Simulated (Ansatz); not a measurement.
Partial pair distribution functions of a relaxed model of amorphous Sn12As12Te36, broadened by 0.06 Å; density 6.54 g/cm³. The numbers are results of PBE-D3(BJ), scalar-relativistic without spin-orbit coupling, PAW (Ansatz default set, large-core Te) (plane waves to 420 eV; Ansatz, a program for electronic structure), not measurements.

Preparation: random packing, a CHGNet melt and quench, and a DFT relaxation. The hot cell started wider than the set density and was brought back towards it in steps. It is the lowest in DFT energy of 3 quenches. It is a model cell: composition and starting density were chosen by hand, and all elements were melted together. The geometry includes D3(BJ) dispersion. Its density started from a set value of 6.00 and ended at 6.54 g/cm³. The quench (nominally 99 K/ps over its main leg) was far faster than any real one, so the model tends to hold more defects than a real film. Values belong to this one cell and scatter from quench to quench. Volume and shape were free in the relaxation. Stress components on the final sampling reach 0.6 GPa. On a 2×2×2 Γ-centred mesh force components of up to 0.25 eV/Å stay, since the relaxation ran on one k-point at (1/4, 1/4, 1/4).

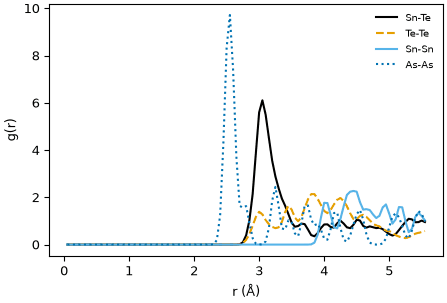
Partial pair distribution functions

Highest peaks under 4.5 Å: Sn-Te near 3.05 Å, Te-Te near 3.80 Å, Sn-Sn near 4.45 Å, As-As near 2.55 Å; pairs of few atoms are noisy.

Within 3.42 Å each Sn has 5.17 Te neighbours on average.
